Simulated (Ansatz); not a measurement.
**BH₃NSi radical (SMILES B1N[SiH]1): functionals against CCSD(T) at one geometry**

How do the functionals fare away from a minimum? The structure is a structure displaced at random from a GFN2-xTB minimum.

Computed with Ansatz 0.2.0, Gaussian basis. Level: single points in def2-TZVPP.

Cores are frozen in the correlated methods. Orbitals are unrestricted.

**1. Starting geometry**

SMILES `B1N[SiH]1`, 6 atoms, charge 0, spin multiplicity 2.

Atoms are counted from 1 here; the program's logs count them from 0.

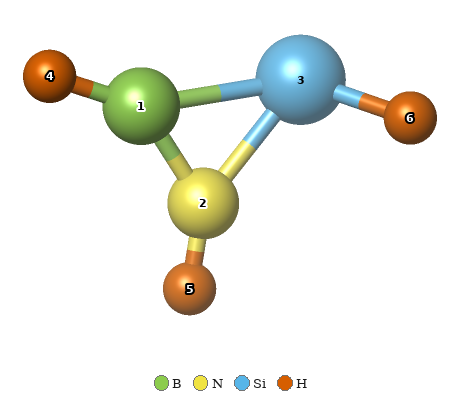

Start geometry, drawn with boron green, nitrogen yellow, silicon blue, hydrogen orange; atoms are numbered from 1 in the order of the file.

Geometry (Å):

| atom | x (Å) | y (Å) | z (Å) |
| --- | --- | --- | --- |
| B1 | -0.8379 | -0.3527 | -0.3905 |
| N2 | 0.4126 | 0.1695 | -0.5261 |
| Si3 | -0.1163 | 0.5915 | 1.1314 |
| H4 | -1.6712 | -0.8371 | -0.9792 |
| H5 | 1.0970 | 0.2246 | -1.2206 |
| H6 | 1.0111 | 0.1534 | 1.9644 |

**2. CCSD(T)/def2-TZVPP**

File run/in.yaml:

```yaml
crystal:
  periodic: [false, false, false]
  atoms:
    - {symbol: B, position_ang: [-0.837900, -0.352700, -0.390500]}
    - {symbol: N, position_ang: [0.412600, 0.169500, -0.526100]}
    - {symbol: Si, position_ang: [-0.116300, 0.591500, 1.131400]}
    - {symbol: H, position_ang: [-1.671200, -0.837100, -0.979200]}
    - {symbol: H, position_ang: [1.097000, 0.224600, -1.220600]}
    - {symbol: H, position_ang: [1.011100, 0.153400, 1.964400]}
basis:
  gaussian: {orbitals: def2-TZVPP}
magnetization: {spin_polarized: true, initial_magnetization: 1}
correlation: {method: ccsd_t}
scf: {omitted_lower_state_checks: [cluster_reference]}
output: {forces: true}
```

No record of the launch command was kept for these runs.

**3. PBE0-D4/def2-TZVPP**

Edit run/in.yaml of step 2 so:

```diff
@@ -12,4 +12,3 @@
 magnetization: {spin_polarized: true, initial_magnetization: 1}
-correlation: {method: ccsd_t}
-scf: {omitted_lower_state_checks: [cluster_reference]}
-output: {forces: true}
+hamiltonian: {xc: pbe0, dispersion: d4}
+output: {forces: true, orbitals: {seedname: orbitals}}
```

**4. wB97M-V/def2-TZVPP**

Edit run/in.yaml of step 3 so:

```diff
@@ -12,3 +12,3 @@
 magnetization: {spin_polarized: true, initial_magnetization: 1}
-hamiltonian: {xc: pbe0, dispersion: d4}
-output: {forces: true, orbitals: {seedname: orbitals}}
+hamiltonian: {xc: {name: wB97M-V}}
+output: {forces: true}
```

**5. r2SCAN-D4/def2-TZVPP**

Edit run/in.yaml of step 4 so:

```diff
@@ -12,3 +12,3 @@
 magnetization: {spin_polarized: true, initial_magnetization: 1}
-hamiltonian: {xc: {name: wB97M-V}}
+hamiltonian: {xc: r2scan, dispersion: d4}
 output: {forces: true}
```

**6. PBE-D4/def2-TZVPP**

Edit run/in.yaml of step 5 so:

```diff
@@ -12,3 +12,3 @@
 magnetization: {spin_polarized: true, initial_magnetization: 1}
-hamiltonian: {xc: r2scan, dispersion: d4}
+hamiltonian: {xc: pbe, dispersion: d4}
 output: {forces: true}
```

**7. HSE06-D4/def2-TZVPP**

Edit run/in.yaml of step 6 so:

```diff
@@ -12,3 +12,3 @@
 magnetization: {spin_polarized: true, initial_magnetization: 1}
-hamiltonian: {xc: pbe, dispersion: d4}
+hamiltonian: {xc: hse06, dispersion: d4}
 output: {forces: true}
```

**8. SPW92/def2-TZVPP**

Edit run/in.yaml of step 7 so:

```diff
@@ -12,3 +12,3 @@
 magnetization: {spin_polarized: true, initial_magnetization: 1}
-hamiltonian: {xc: hse06, dispersion: d4}
+hamiltonian: {xc: lda}
 output: {forces: true}
```

(Steps that only read results are left out.)

What does the calculation give? Wanted: energy less free atoms, CCSD(T)/def2-TZVPP; RMS force component; RMS force error; HOMO and LUMO, PBE0-D4; T1 diagnostic.

As calculated:

| quantity | value |
| --- | --- |
| energy less free atoms, CCSD(T)/def2-TZVPP | -446.9 kcal/mol |
| RMS force component | 0.635 to 0.921 eV/Å over the methods |
| RMS force error | PBE0-D4 0.225, wB97M-V 0.169, r2SCAN-D4 0.176, PBE-D4 0.188, HSE06-D4 0.223, SPW92 0.415 eV/Å |
| HOMO and LUMO, PBE0-D4 | -5.58 and -2.20 eV |
| T1 diagnostic | 0.019 |

What this shows: Against CCSD(T) the functionals' energies less atoms differ by -92.1 to -22.4 kcal/mol, PBE-D4 by -33.1 kcal/mol. A larger basis would deepen the CCSD(T) value, while the functionals are nearly converged already, so the order here is not reliable. On forces the order runs from wB97M-V to SPW92. Frozen-core CCSD(T) forces in triple zeta carry basis errors of their own, and this is one geometry, so small gaps rank nothing.
